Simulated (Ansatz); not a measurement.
```cif
data_structure
_symmetry_space_group_name_H-M 'P 1'
_symmetry_Int_Tables_number 1
_cell_length_a 2.4791
_cell_length_b 4.3148
_cell_length_c 6.3323
_cell_angle_alpha 106.775
_cell_angle_beta 92.950
_cell_angle_gamma 106.688
_cell_volume 61.45
loop_
_atom_site_label
_atom_site_type_symbol
_atom_site_fract_x
_atom_site_fract_y
_atom_site_fract_z
_atom_site_occupancy
Li1 Li 0.50000 0.50000 0.50000 1
B1 B 0.27780 0.02679 0.61094 1
B2 B 0.72220 0.97321 0.38906 1
H1 H 0.56625 0.69954 0.24364 1
H2 H 0.43375 0.30046 0.75636 1
H3 H 0.81981 0.19302 0.29666 1
H4 H 0.18019 0.80698 0.70334 1
```

Space group P-1; a structure generated by program, which may or may not match a known phase; changed on purpose from its base cell (the structure that the rattled cell fell into); computed without spin polarisation.

These are results of DFT PBE, scalar-relativistic, plane waves, PAW (Ansatz 0.2.0), not measurements.

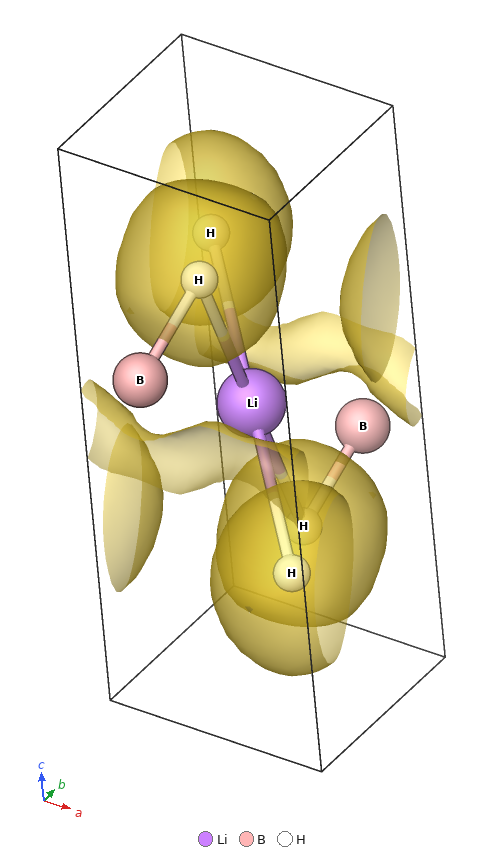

LiB₂H₄. Isosurface of the electron localisation function at 0.75 (yellow), seen slightly off an axis. Only the valence region is drawn (cores and ρ < 0.01 e/Å³ removed). Sticks mark near contacts.

In a PAW calculation such maps are meaningful between the atoms, not at the nuclei.

Describe the localisation domains.

Answer. The ELF exceeds this value in four regions around hydrogen nuclei and channels that run through the cell in one direction, counted in one cell of 7 atoms. Any copies at cell faces, edges or corners count once.

Values along the shortest contacts:
B–H (1.21 Å): the ELF is about 1 at the midpoint (a covalent bond by its length). B–B (1.83 Å): the ELF peaks at about 0.90 between the atoms.
